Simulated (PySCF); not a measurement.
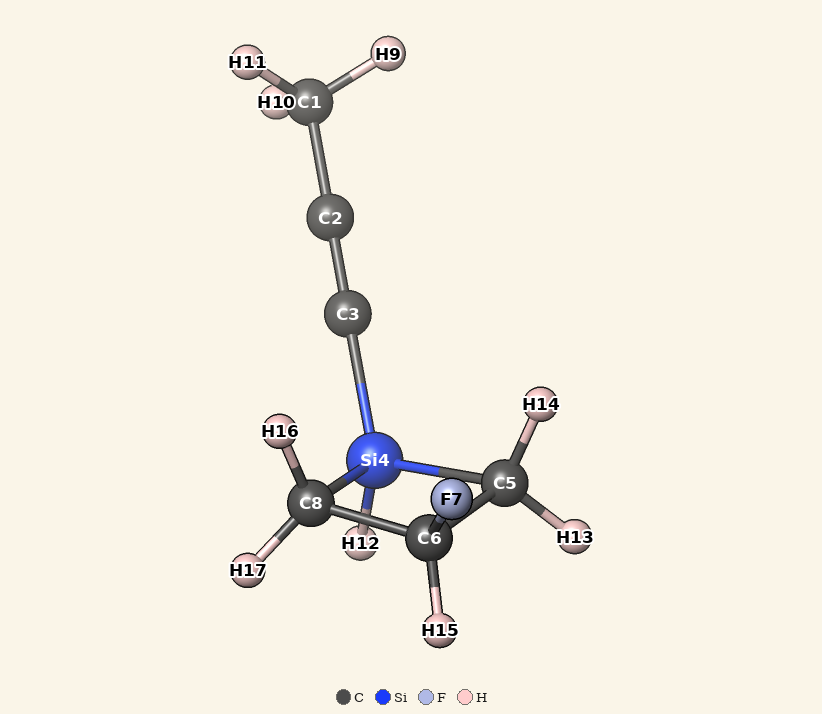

Distant atoms are faded towards the background colour. The computed structure is the end point of a GFN2-xTB optimisation. No frequency run is at hand to confirm it as a minimum.

### How is the 4-membered ring Si4–C5–C6–C8 puckered?

It is puckered (butterfly). The Cremer–Pople amplitude Q is 0.19 Å.

### Give the torsion angles round the ring, beginning with the bond from its second to its third atom.

−14°, 14°, −11°, 11°.
